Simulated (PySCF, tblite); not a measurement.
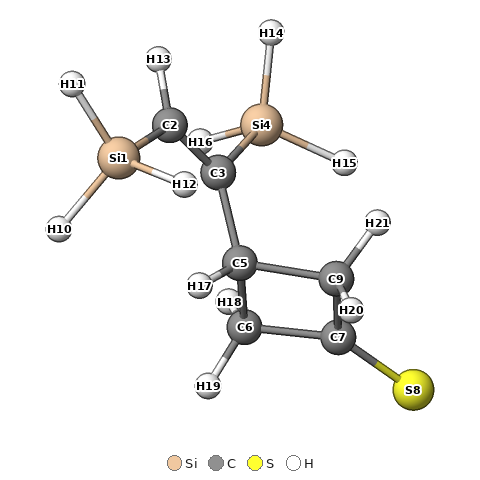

Structure of C₆H₁₂SSi₂, SMILES [SiH3]/C=C(/[SiH3])C1CC(=S)C1.

GIAO shifts, PBE0/pcSseg-1, PySCF, at a GFN2-xTB geometry (a minimum by its frequencies), against CS₂ for ³³S computed at the same level. Gas phase, fully decoupled, line heights follow the number of nuclei, widths are arbitrary (no quadrupolar broadening); values of one conformer, averaged over nuclei that symmetry, rotation about single bonds or ring flips exchange, these motions taken as fast; other conformers aren't averaged in.

> Which ³³S signals does it give?

1 signal.


```
δ (ppm)  nuclei  atoms
  999.0       1     S8
```

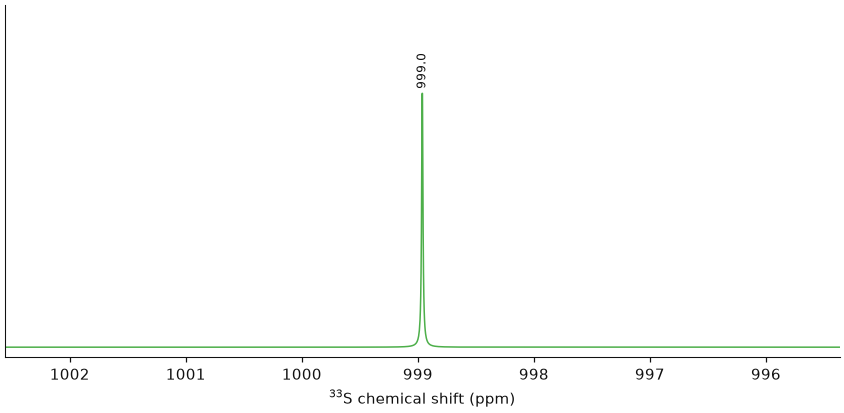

Note: the tight-binding geometry is rougher than a DFT one and adds to the error.
